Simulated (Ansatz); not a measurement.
[GeH3]− (SMILES [GeH3-]): methods side by side

The species is [GeH3]− (4 atoms), meant as a singlet with charge -1. SMILES: `[GeH3-]`. Geometry: a GFN2-xTB relaxation, a rough one for these elements and not checked as a minimum.

```xyz
4

Ge    0.4689   -0.2750   -0.5421
H     0.9350    0.1543    1.0892
H    -0.9409   -1.0906    0.1022
H    -0.4631    1.2113   -0.6494
```

Quantity: the energy change with the Ge1–H4 bond stretched from 1.758 to 2.636 Å, in eV. The values are calculated.

| level | kind | program | value (eV) | less FCI/STO-3G |
| --- | --- | --- | --- | --- |
| SVWN5/STO-3G (restricted) | LDA | Ansatz | 3.18 | +0.20 |
| PBE/STO-3G (restricted) | GGA | Ansatz | 3.00 | +0.02 |
| revPBE/STO-3G (restricted) | GGA | Ansatz | 2.93 | -0.05 |
| B3LYP/STO-3G (restricted) | global hybrid | Ansatz | 3.16 | +0.18 |
| PBE0/STO-3G (restricted) | global hybrid | Ansatz | 3.31 | +0.33 |
| RPA@PBE/STO-3G (restricted) | RPA | Ansatz | 2.49 | -0.49 |
| CCSDT/STO-3G (restricted) | coupled cluster or CI | Ansatz | 2.97 | -0.01 |
| FCI/STO-3G | exact in the basis | Ansatz | 2.98 | 0.00 |

FCI/STO-3G is exact within its basis and frozen core, so for wave-function methods in that basis the difference is their error; functionals converge differently with the basis, so for them it is only a difference. All-electron rows without a relativistic Hamiltonian named are non-relativistic. Sets without diffuse functions describe the anion poorly. The first shape isn't each level's own minimum. The values span 2.49 to 3.31 eV. All rows use very small basis sets, so none should be taken for the real molecule's value. In the correlated wave-function rows the outer d shell of Ge is correlated, in sets not made for it.

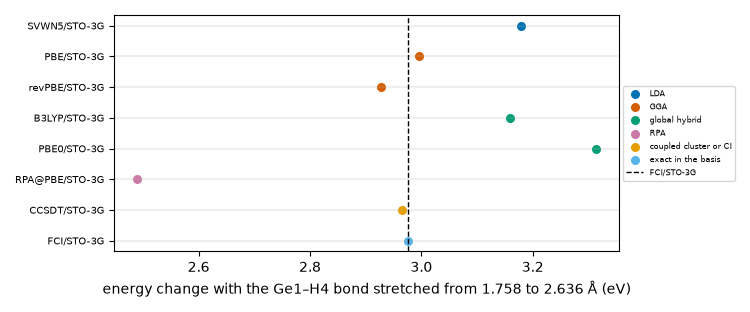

The values of the table, level by level.
